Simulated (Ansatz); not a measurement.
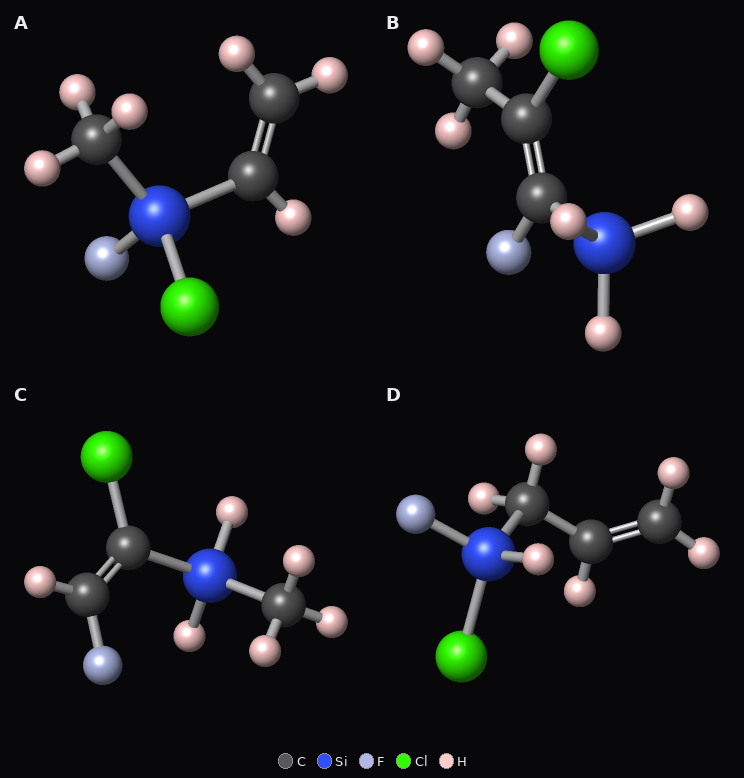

Source: calculation with Ansatz.

### Match each picture to its SMILES.
(1) C/C(Cl)=C(\F)[SiH3]
(2) C[SiH2]/C(Cl)=C\F
(3) C=C[Si@@](C)(F)Cl
(4) C=CC[Si@@H](F)Cl

A is (3), B is (1), C is (2), D is (4).
